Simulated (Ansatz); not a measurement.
The compound is KMnF3 (cubic perovskite) (Pm-3m).

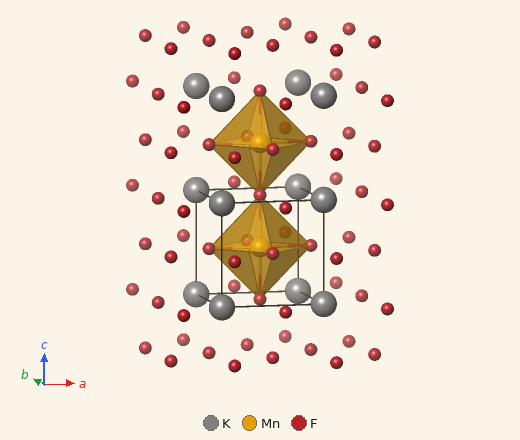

The structure (potassium grey, manganese orange, fluorine red). 1×1×2 cells are drawn. Some periodic images of atoms are drawn too.

The structure was built from a prototype and need not be the compound's stable phase.

```cif
data_structure
_symmetry_space_group_name_H-M 'P 1'
_symmetry_Int_Tables_number 1
_cell_length_a 3.8687
_cell_length_b 3.8687
_cell_length_c 3.8687
_cell_angle_alpha 90.000
_cell_angle_beta 90.000
_cell_angle_gamma 90.000
_cell_volume 57.90
loop_
_atom_site_label
_atom_site_type_symbol
_atom_site_fract_x
_atom_site_fract_y
_atom_site_fract_z
_atom_site_occupancy
K1 K 0.00000 0.00000 0.00000 1
Mn2 Mn 0.50000 0.50000 0.50000 1
F3 F 0.50000 0.50000 0.00000 1
F4 F 0.50000 0.00000 0.50000 1
F5 F 0.00000 0.50000 0.50000 1
```

The structure was relaxed with LDA. The structure type comes from a generator and need not be one that this composition takes. The structure was generated from a model, not taken from a measurement. The runs that relaxed it are not among those shown. The program's search for lower electronic states was switched off, so nothing shows that the state found is the lowest. PAW set soft_2, made with PBE.

A constrained-RPA run (Ansatz 0.2.0; non-magnetic LDA; Mn d + anion p, bands v12 to c2, 4×4×4 mesh, medium accuracy) builds 14 functions on bands 13 eV wide, with 23.0 electrons in the window. The bare on-site interaction is 22.3 eV and the bare J 0.78 eV.

Estimate U, U′ and J.

On the Mn d shell, U = 9.99 eV (45 % of the bare value), U′ = 8.70 eV, J = 0.65 eV.

The parent state is non-magnetic and the interaction static (zero frequency); U depends on the window and the orbitals, so it belongs to this model alone. A window that holds the anion p bands defines a model with explicit ligands; its U belongs to that model and is not the U of DFT+U.

[Paths, hosts, dates, memory and timing lines, banners, echoed tables and standing remarks are left out of the program output.]

[Logs are printed without paths, hosts, clocks, repeated set-up lines and the standing remarks that a program may print on its own settings, such as how far it seeks lower states.]

[Runs of the session that timed out or met a known fault of the program may be left out.]

[Hosts, paths, dates, database ids (printed as entryN), source tags and the programs' standing remarks are cut or masked in the printed files.]
